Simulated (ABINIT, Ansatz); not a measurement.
# NaCl (Fm-3m): G0W0 with ABINIT, start to end

Aim: the G0W0 gap of NaCl (Fm-3m) on PBE, step by step.

Program: ABINIT 10.8.3. Level of theory: PBE and many-body steps on it, plane waves. Results are calculated unless marked as measured.

The database entry behind the starting cell differs from later determinations by our own check (an axis about 0.4 % short against later determinations), so it need not match the best structure at ambient conditions.

## Step 1: Starting point

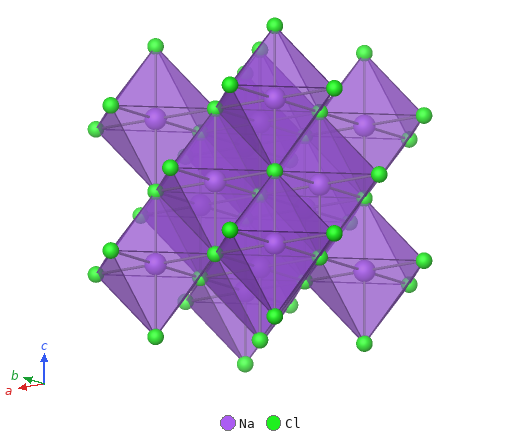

The starting structure, seen from a free direction (sodium purple, chlorine green). This picture shows the conventional cell, with its axes. Some periodic images of atoms are drawn too.

Coordinates:

```cif
data_structure
_symmetry_space_group_name_H-M 'Fm-3m'
_symmetry_Int_Tables_number 225
_cell_length_a 5.6200
_cell_length_b 5.6200
_cell_length_c 5.6200
_cell_angle_alpha 90.000
_cell_angle_beta 90.000
_cell_angle_gamma 90.000
_cell_volume 177.50
loop_
_atom_site_label
_atom_site_type_symbol
_atom_site_symmetry_multiplicity
_atom_site_Wyckoff_symbol
_atom_site_fract_x
_atom_site_fract_y
_atom_site_fract_z
_atom_site_occupancy
Na1 Na 4 a 0.00000 0.00000 0.00000 1
Cl1 Cl 4 b 0.50000 0.00000 0.00000 1
```

The cell and positions come from the Crystallography Open Database and are kept as given unless a step says otherwise.

## Step 2: Ground state

This step: ABINIT 10.8.3; DFT, PBE, plane waves, norm-conserving pseudopotentials.

The ground-state density comes first.

Input file run.abi:

```
acell 3*1.0 Angstrom
rprim 
  0.000000000000 2.810000000000 2.810000000000
  2.810000000000 0.000000000000 2.810000000000
  2.810000000000 2.810000000000 0.000000000000
ntypat 2
znucl 11 17
natom 2
typat 1 2
xred 
  0.000000000000 0.000000000000 0.000000000000
  0.500000000000 0.500000000000 0.500000000000
pp_dirpath "pseudos"
pseudos "Na.upf, Cl.upf"
ecut 38
ngkpt 6 6 6
nshiftk 1
shiftk 0 0 0
kptopt 1
chksymbreak 0
nband 13
occopt 1
tolvrs 1e-10
nstep 60
prtwf 0
optforces 0
optstress 0
indata_prefix "in"
outdata_prefix "out"
tmpdata_prefix "tmp"
```

Run with:

```bash
$ OMP_NUM_THREADS=1 mpirun -n 4 abinit run.abi > log
```

Numbers of over 12 decimals in the logs are rounded to 6 here.

The log of the run:

```text
.Version 10.8.3 of ABINIT. v10.8.2 released Aug 2026.

 Symmetries : space group Fm -3 m (#225); Bravais cF (face-center cubic)
================================================================================
 Values of the parameters that define the memory need of the present run
     intxc =       0    ionmov =       0      iscf =       7    lmnmax =       6
     lnmax =       6     mgfft =      45  mpssoang =       3    mqgrid =    3001
     natom =       2  nloc_mem =       1    nspden =       1   nspinor =       1
    nsppol =       1      nsym =      48    n1xccc =    2501    ntypat =       2
    occopt =       1   xclevel =       2
-    mband =          13        mffmem =           1         mkmem =           4
       mpw =        3377          nfft =       91125          nkpt =          16
================================================================================
  Rough estimation (10% accuracy) of disk space for files :
================================================================================

--------------------------------------------------------------------------------
------------- Echo of variables that govern the present computation ------------
--------------------------------------------------------------------------------
 -outvars: echo values of preprocessed input variables --------
            acell      1.8897261259E+00  1.8897261259E+00  1.8897261259E+00 Bohr

      chksymbreak           0
             ecut      3.80000000E+01 Hartree
-          fftalg         312

              ixc     -101130
              kpt      0.00000000E+00  0.00000000E+00  0.00000000E+00
                       1.66666667E-01  0.00000000E+00  0.00000000E+00
                       3.33333333E-01  0.00000000E+00  0.00000000E+00
                       5.00000000E-01  0.00000000E+00  0.00000000E+00
                       1.66666667E-01  1.66666667E-01  0.00000000E+00
                       3.33333333E-01  1.66666667E-01  0.00000000E+00
                       5.00000000E-01  1.66666667E-01  0.00000000E+00
                      -3.33333333E-01  1.66666667E-01  0.00000000E+00
                      -1.66666667E-01  1.66666667E-01  0.00000000E+00
   [... 5 further rows ...]
                      -3.33333333E-01  3.33333333E-01  1.66666667E-01
                      -3.33333333E-01  5.00000000E-01  1.66666667E-01
         kptrlatt        6    0    0      0    6    0      0    0    6
          kptrlen      4.50579507E+01
P           mkmem           4
            natom           2
            nband          13
            ngfft          45      45      45
             nkpt          16
            nstep          60
             nsym          48
           ntypat           2
              occ      2.000000  2.000000  2.000000  2.000000  2.000000  2.000000
                       2.000000  2.000000  0.000000  0.000000  0.000000  0.000000
                       0.000000
        optforces           0
        optstress           0
            prtwf           0
            rprim      0.0000000000E+00  2.8100000000E+00  2.8100000000E+00
[...]
spgroup         225

           tolvrs      1.00000000E-10

             xred      0.0000000000E+00  0.0000000000E+00  0.0000000000E+00
[...]
znucl       11.00000   17.00000

================================================================================

 chkinp: Checking input parameters for consistency.

================================================================================
== DATASET  1 ==================================================================
-   mpi_nproc: 4, omp_nthreads: 1 (-1 if OMP is not activated)

--- !DatasetInfo
iteration_state: {dtset: 1, }
dimensions: {natom: 2, nkpt: 16, mband: 13, nsppol: 1, nspinor: 1, nspden: 1, mpw: 3377, }
cutoff_energies: {ecut:  38.0, pawecutdg:  -1.0, }
electrons: {nelect:   1.60000000E+01, charge:   0.00000000E+00, occopt:   1.00000000E+00, tsmear:   1.00000000E-02, }

 Real(R)+Recip(G) space primitive vectors, cartesian coordinates (Bohr,Bohr^-1):
 R(1)=  0.0000000  5.3101304  5.3101304  G(1)= -0.0941596  0.0941596  0.0941596
 R(2)=  5.3101304  0.0000000  5.3101304  G(2)=  0.0941596 -0.0941596  0.0941596
 R(3)=  5.3101304  5.3101304  0.0000000  G(3)=  0.0941596  0.0941596 -0.0941596
 Unit cell volume ucvol=  2.9946465E+02 bohr^3
 Angles (23,13,12)=  6.00000000E+01  6.00000000E+01  6.00000000E+01 degrees

 getcut: wavevector=  0.0000  0.0000  0.0000  ngfft=  45  45  45
         ecut(hartree)=     38.000   => boxcut(ratio)=   2.11142

--- Pseudopotential description ------------------------------------------------
- Na Generated using ONCVPSP code by D. R. Hamann
- 11.00000   9.00000  171031                  znucl, zion, pspdat
12 -101130 1 -1 1992                          pspcod,pspxc,lmax,lloc,mmax
     nproj     2     2     0
  pspatm : epsatm=    9.36084378
         --- l  ekb(1:nproj) -->
[...]
pspatm: atomic psp has been read  and splines computed

- Cl Generated using ONCVPSP code by D. R. Hamann
- 17.00000   7.00000  171031                  znucl, zion, pspdat
12 -101130 2 -1 1028                          pspcod,pspxc,lmax,lloc,mmax
     nproj     2     2     2
  pspatm : epsatm=    9.12776517
         --- l  ekb(1:nproj) -->
[...]
2   -2.938609   -0.805455
 pspatm: atomic psp has been read  and splines computed

   2.95817743E+02                                ecore*ucvol(ha*bohr**3)
--------------------------------------------------------------------------------

_setup2: Arith. and geom. avg. npw (full set) are    3353.282    3353.266

================================================================================

--- !BeginCycle
iteration_state: {dtset: 1, }
solver: {iscf: 7, nstep: 60, nline: 4, wfoptalg: 0, }
tolerances: {tolvrs: 1.00E-10, }

     iter   Etot(hartree)      deltaE(h)  residm     vres2
 ETOT  1  -62.210141125567    -6.221E+01 1.442E-01 1.103E+02
 ETOT  2  -62.245036518895    -3.490E-02 1.735E-03 9.286E+00
 ETOT  3  -62.246103774477    -1.067E-03 3.238E-04 4.789E-01
 ETOT  4  -62.246123365857    -1.959E-05 5.804E-05 4.443E-02
 ETOT  5  -62.246124953469    -1.588E-06 3.161E-05 2.052E-03
 ETOT  6  -62.246125381956    -4.285E-07 1.100E-05 3.957E-05
 ETOT  7  -62.246125384849    -2.893E-09 4.661E-05 3.905E-07
 ETOT  8  -62.246125384857    -8.434E-12 2.216E-05 1.135E-08
 ETOT  9  -62.246125384855     2.139E-12 7.450E-05 3.136E-11

 At SCF step    9       vres2   =  3.14E-11 < tolvrs=  1.00E-10 =>converged.

--- !ResultsGS
iteration_state: {dtset: 1, }
comment   : Summary of ground state results
lattice_vectors:
- [  0.0000000,   5.3101304,   5.3101304, ]
- [  5.3101304,   0.0000000,   5.3101304, ]
- [  5.3101304,   5.3101304,   0.0000000, ]
lattice_lengths: [   7.50966,    7.50966,    7.50966, ]
lattice_angles: [ 60.000,  60.000,  60.000, ] # degrees, (23, 13, 12)
lattice_volume:   2.9946465E+02
convergence: {deltae:  2.139E-12, res2:  3.136E-11, residm:  7.450E-05, diffor:  0.000E+00, }
etotal    :  -6.22461254E+01
entropy   :   0.00000000E+00
fermie    :  -1.97941144E-02
cartesian_stress_tensor: null
pressure_GPa: null
xred      :
- [  0.0000E+00,   0.0000E+00,   0.0000E+00, Na]
- [  5.0000E-01,   5.0000E-01,   5.0000E-01, Cl]
cartesian_forces: null
force_length_stats: {min: null, max: null, mean: null, }

 Integrated electronic density in atomic spheres:
 ------------------------------------------------
 Atom  Sphere_radius  Integrated_density
    1        2.00000          7.93502278
    2        2.00000          5.09664831
================================================================================

 ----iterations are completed or convergence reached----

 Mean square residual over all n,k,spin=   35.874E-08; max=  74.497E-06
 reduced coordinates (array xred) for    2 atoms
       0.000000000000      0.000000000000      0.000000000000
       0.500000000000      0.500000000000      0.500000000000
 rms dE/dt=  0.0000E+00; max dE/dt=  0.0000E+00; dE/dt below (all hartree)
    1       0.000000000000      0.000000000000      0.000000000000
    2       0.000000000000      0.000000000000      0.000000000000

 cartesian coordinates (angstrom) at end:
    1      0.000000     0.000000     0.000000
    2      2.810000     2.810000     2.810000
 length scales=  1.889726125908  1.889726125908  1.889726125908 bohr
              =  1.000000000000  1.000000000000  1.000000000000 angstroms
 prteigrs : about to open file out_EIG
 Fermi (or HOMO) energy (hartree) =  -0.01979   Average Vxc (hartree)=  -0.30314
 Eigenvalues (hartree) for nkpt=  16  k points:
 kpt#   1, nband= 13, wtk=  0.00463, kpt=  0.0000  0.0000  0.0000 (reduced coord)
  -1.81703   -0.78519   -0.78519   -0.78519   -0.48579   -0.01979   -0.01979   -0.01979
   0.16946    0.38673    0.38673    0.38673    0.46359
 prteigrs : prtvol=0 or 1, do not print more k-points.

--- !EnergyTerms
iteration_state     : {dtset: 1, }
comment             : Components of total free energy in Hartree
kinetic             :  3.34862313071808E+01
hartree             :  2.06310918540451E+01
xc                  : -1.14207246721134E+01
Ewald energy        : -3.45254426906187E+01
psp_core            :  9.87821926770297E-01
local_psp           : -5.87905077046433E+01
non_local_psp       : -1.26145954054759E+01
total_energy        : -6.22461253848552E+01
total_energy_eV     : -1.69380336016306E+03
band_energy         : -9.59497912475700E+00

== END DATASET(S) ==============================================================
================================================================================

 -outvars: echo values of variables after computation  --------
           etotal     -6.2246125385E+01
            nband          13
             nkpt          16
          spgroup         225
 [... the other variables as echoed above ...]

 Calculation completed.
```

It took 5.5 s on 4 MPI ranks of Intel Xeon 6975P-C (Granite Rapids), shared host; peak memory 0.36 GiB.

This step gave:

```
total energy               : -1693.8034 eV
gap                        : 5.150 eV
k of the valence top       : 0, 0, 0
k of the conduction bottom : 0, 0, 0
least direct gap           : 5.150 eV
```

The gap is direct, at Γ.

## Step 3: Bands along the symmetry lines

Levels along a band path, at the cheap level, show where the edges lie and whether the meshes to come will hold them.

Input file run.abi:

```
acell 3*1.0 Angstrom
rprim 
  0.000000000000 2.810000000000 2.810000000000
  2.810000000000 0.000000000000 2.810000000000
  2.810000000000 2.810000000000 0.000000000000
ntypat 2
znucl 11 17
natom 2
typat 1 2
xred 
  0.000000000000 0.000000000000 0.000000000000
  0.500000000000 0.500000000000 0.500000000000
pp_dirpath "pseudos"
pseudos "Na.upf, Cl.upf"
ecut 38
iscf -2
irdden 1
kptopt 0
nkpt 50
kpt 
  0.00000000 0.00000000 0.00000000
  0.06250000 0.00000000 0.06250000
  0.12500000 0.00000000 0.12500000
  0.18750000 0.00000000 0.18750000
  0.25000000 0.00000000 0.25000000
  0.31250000 0.00000000 0.31250000
  0.37500000 0.00000000 0.37500000
  0.43750000 0.00000000 0.43750000
  0.50000000 0.00000000 0.50000000
  0.51562500 0.03125000 0.51562500
  0.53125000 0.06250000 0.53125000
  0.54687500 0.09375000 0.54687500
  0.56250000 0.12500000 0.56250000
  0.57812500 0.15625000 0.57812500
  0.59375000 0.18750000 0.59375000
  0.60937500 0.21875000 0.60937500
  0.62500000 0.25000000 0.62500000
  0.37500000 0.37500000 0.75000000
  0.32812500 0.32812500 0.65625000
  0.28125000 0.28125000 0.56250000
  0.23437500 0.23437500 0.46875000
  0.18750000 0.18750000 0.37500000
  0.14062500 0.14062500 0.28125000
  0.09375000 0.09375000 0.18750000
  0.04687500 0.04687500 0.09375000
  0.00000000 0.00000000 0.00000000
  0.06250000 0.06250000 0.06250000
  0.12500000 0.12500000 0.12500000
  0.18750000 0.18750000 0.18750000
  0.25000000 0.25000000 0.25000000
  0.31250000 0.31250000 0.31250000
  0.37500000 0.37500000 0.37500000
  0.43750000 0.43750000 0.43750000
  0.50000000 0.50000000 0.50000000
  0.50000000 0.46875000 0.53125000
  0.50000000 0.43750000 0.56250000
  0.50000000 0.40625000 0.59375000
  0.50000000 0.37500000 0.62500000
  0.50000000 0.34375000 0.65625000
  0.50000000 0.31250000 0.68750000
  0.50000000 0.28125000 0.71875000
  0.50000000 0.25000000 0.75000000
  0.50000000 0.21875000 0.71875000
  0.50000000 0.18750000 0.68750000
  0.50000000 0.15625000 0.65625000
  0.50000000 0.12500000 0.62500000
  0.50000000 0.09375000 0.59375000
  0.50000000 0.06250000 0.56250000
  0.50000000 0.03125000 0.53125000
  0.50000000 0.00000000 0.50000000
istwfk *1
nband 15
nbdbuf 2
tolwfr 1e-08
nstep 40
prtwf 0
prtvol 0
indata_prefix "in"
outdata_prefix "out"
tmpdata_prefix "tmp"
```

The log of the run:

```text
.Version 10.8.3 of ABINIT. v10.8.2 released Aug 2026.

 Symmetries : space group Fm -3 m (#225); Bravais cF (face-center cubic)
[... echo of the input left out ...]
== DATASET  1 ==================================================================
-   mpi_nproc: 4, omp_nthreads: 1 (-1 if OMP is not activated)

--- !DatasetInfo
iteration_state: {dtset: 1, }
dimensions: {natom: 2, nkpt: 50, mband: 15, nsppol: 1, nspinor: 1, nspden: 1, mpw: 3383, }
cutoff_energies: {ecut:  38.0, pawecutdg:  -1.0, }
electrons: {nelect:   1.60000000E+01, charge:   0.00000000E+00, occopt:   1.00000000E+00, tsmear:   1.00000000E-02, }

 Real(R)+Recip(G) space primitive vectors, cartesian coordinates (Bohr,Bohr^-1):
 R(1)=  0.0000000  5.3101304  5.3101304  G(1)= -0.0941596  0.0941596  0.0941596
 R(2)=  5.3101304  0.0000000  5.3101304  G(2)=  0.0941596 -0.0941596  0.0941596
 R(3)=  5.3101304  5.3101304  0.0000000  G(3)=  0.0941596  0.0941596 -0.0941596
 Unit cell volume ucvol=  2.9946465E+02 bohr^3
 Angles (23,13,12)=  6.00000000E+01  6.00000000E+01  6.00000000E+01 degrees

 getcut: wavevector=  0.0000  0.0000  0.0000  ngfft=  45  45  45
         ecut(hartree)=     38.000   => boxcut(ratio)=   2.11142

--- Pseudopotential description ------------------------------------------------
- Na Generated using ONCVPSP code by D. R. Hamann
- 11.00000   9.00000  171031                  znucl, zion, pspdat
12 -101130 1 -1 1992                          pspcod,pspxc,lmax,lloc,mmax
     nproj     2     2     0
  pspatm : epsatm=    9.36084378
         --- l  ekb(1:nproj) -->
             0    2.667291   -0.676599
             1   -6.743718   -2.407365
 pspatm: atomic psp has been read  and splines computed

- Cl Generated using ONCVPSP code by D. R. Hamann
- 17.00000   7.00000  171031                  znucl, zion, pspdat
12 -101130 2 -1 1028                          pspcod,pspxc,lmax,lloc,mmax
     nproj     2     2     2
  pspatm : epsatm=    9.12776517
         --- l  ekb(1:nproj) -->
             0    8.139296    0.698720
[...]
pspatm: atomic psp has been read  and splines computed

--------------------------------------------------------------------------------

================================================================================
 prteigrs : about to open file out_EIG
 Non-SCF case, kpt    1 (  0.00000  0.00000  0.00000), residuals and eigenvalues=
  2.58E-09  1.15E-09  3.77E-09  7.43E-09  2.51E-09  1.33E-09  6.31E-09  9.73E-09
  3.49E-09  2.08E-09  2.26E-09  7.12E-09  3.05E-09  6.99E-09  7.82E-09
 -1.8170E+00 -7.8519E-01 -7.8519E-01 -7.8519E-01 -4.8579E-01 -1.9794E-02
 -1.9794E-02 -1.9794E-02  1.6946E-01  3.8673E-01  3.8673E-01  3.8673E-01
[...]
Non-SCF case, kpt    2 (  0.06250  0.00000  0.06250), residuals and eigenvalues=
  3.04E-09  4.70E-09  1.48E-09  3.14E-09  3.80E-09  7.14E-09  3.57E-09  5.97E-09
[...]
8.37E-09  7.83E-09  2.01E-09  2.43E-09  5.74E-09  3.45E-09  1.93E-09  3.70E-09
  9.69E-09  1.43E-09  7.80E-09  7.66E-09  8.39E-09  2.32E-09  3.73E-06
[...]
Non-SCF case, kpt   49 (  0.50000  0.03125  0.53125), residuals and eigenvalues=
[...]
Non-SCF case, kpt   50 (  0.50000  0.00000  0.50000), residuals and eigenvalues=
[...]
-1.8170E+00 -7.8596E-01 -7.8550E-01 -7.8550E-01 -4.7135E-01 -8.1725E-02
 -4.2038E-02 -4.2038E-02  2.5761E-01  2.7614E-01  3.9902E-01  5.2701E-01
[...]
--- !ResultsGS
iteration_state: {dtset: 1, }
comment   : Summary of ground state results
lattice_vectors:
- [  0.0000000,   5.3101304,   5.3101304, ]
- [  5.3101304,   0.0000000,   5.3101304, ]
- [  5.3101304,   5.3101304,   0.0000000, ]
lattice_lengths: [   7.50966,    7.50966,    7.50966, ]
lattice_angles: [ 60.000,  60.000,  60.000, ] # degrees, (23, 13, 12)
lattice_volume:   2.9946465E+02
convergence: {deltae:  0.000E+00, res2:  0.000E+00, residm:  9.952E-09, diffor:  0.000E+00, }
etotal    :  -6.22461254E+01
entropy   :   0.00000000E+00
fermie    :  -1.97941144E-02
cartesian_stress_tensor: null
pressure_GPa: null
xred      :
- [  0.0000E+00,   0.0000E+00,   0.0000E+00, Na]
- [  5.0000E-01,   5.0000E-01,   5.0000E-01, Cl]
cartesian_forces: null
force_length_stats: {min: null, max: null, mean: null, }

 Integrated electronic density in atomic spheres:
 ------------------------------------------------
 Atom  Sphere_radius  Integrated_density
[...]
================================================================================

 ----iterations are completed or convergence reached----

 Mean square residual over all n,k,spin=   45.837E-10; max=  99.517E-10
 reduced coordinates (array xred) for    2 atoms
       0.000000000000      0.000000000000      0.000000000000
       0.500000000000      0.500000000000      0.500000000000

 cartesian coordinates (angstrom) at end:
    1      0.000000     0.000000     0.000000
    2      2.810000     2.810000     2.810000
 length scales=  1.889726125908  1.889726125908  1.889726125908 bohr
              =  1.000000000000  1.000000000000  1.000000000000 angstroms
 prteigrs : about to open file out_EIG
 Eigenvalues (hartree) for nkpt=  50  k points:
 kpt#   1, nband= 15, wtk=  1.00000, kpt=  0.0000  0.0000  0.0000 (reduced coord)
[...]
kpt#   2, nband= 15, wtk=  1.00000, kpt=  0.0625  0.0000  0.0625 (reduced coord)
[...]
kpt#   3, nband= 15, wtk=  1.00000, kpt=  0.1250  0.0000  0.1250 (reduced coord)
[...]
kpt#  49, nband= 15, wtk=  1.00000, kpt=  0.5000  0.0313  0.5313 (reduced coord)
  -1.81699   -0.78595   -0.78551   -0.78551   -0.47133   -0.08141   -0.04252   -0.04227
   0.25891    0.27732    0.39778    0.51051    0.52752    0.54647    0.59143
 kpt#  50, nband= 15, wtk=  1.00000, kpt=  0.5000  0.0000  0.5000 (reduced coord)
  -1.81699   -0.78596   -0.78550   -0.78550   -0.47135   -0.08172   -0.04204   -0.04204
   0.25761    0.27614    0.39902    0.52701    0.52701    0.53315    0.59152

== END DATASET(S) ==============================================================
================================================================================

 -outvars: echo values of variables after computation  --------
            nband          15
             nkpt          50
          spgroup         225
 [... the other variables as echoed above ...]

 Calculation completed.
```

Run time: 7.7 s. Hardware: 4 MPI ranks; peak memory 0.33 GiB; 30 s of CPU time.

This step gave:

| Property | Result |
| --- | --- |
| gap | 5.150 eV |
| k of the valence top | 0, 0, 0 |
| k of the conduction bottom | 0, 0, 0 |
| least direct gap | 5.150 eV |

The gap is 5.150 eV, as in the run before at this level.

Electronic bands along the path, in eV, zero at the top of the highest filled band; v1 is the highest filled band, c1 the lowest empty one:

```tsv
point	v4	v3	v2	v1	c1	c2	c3	c4
Γ	-12.68	0.00	0.00	0.00	5.15	11.06	11.06	11.06
X	-12.29	-1.69	-0.61	-0.61	7.55	8.05	11.40	14.88
U	-12.28	-1.43	-1.13	-0.50	8.24	9.04	10.59	12.74
jump to K	-12.28	-1.43	-1.13	-0.50	8.24	9.04	10.59	12.74
Γ	-12.68	0.00	0.00	0.00	5.15	11.06	11.06	11.06
L	-12.34	-1.95	-0.27	-0.27	7.28	10.72	10.92	10.92
W	-12.27	-1.20	-1.20	-0.76	8.84	9.71	9.71	11.37
X	-12.29	-1.69	-0.61	-0.61	7.55	8.05	11.40	14.88
```

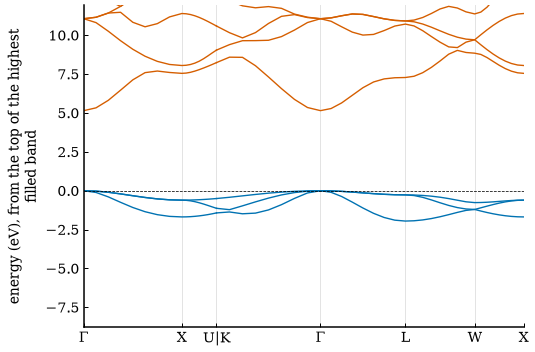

Electronic bands along the path; lines of filled and empty bands in two colours.

[end of part 1 of 2]

[Paths, hosts, dates, memory and timing lines, banners, echoed tables and standing remarks are left out of the program output.]

[Logs are printed without paths, hosts, clocks, repeated set-up lines and the standing remarks that a program may print on its own settings, such as how far it seeks lower states.]

[Runs of the session that timed out or met a known fault of the program may be left out.]

[Hosts, paths, dates, database ids (printed as entryN), source tags and the programs' standing remarks are cut or masked in the printed files.]

[G0W0 gaps are taken among the corrected bands and points alone; a level outside them can change the order at an edge.]

[Where Ansatz stands beside ABINIT at settings called matched, ABINIT's density can come from a denser mesh and the files from another edition; pairs whose starting gaps differed by over 0.03 eV were left out, so agreement reads better than it is.]
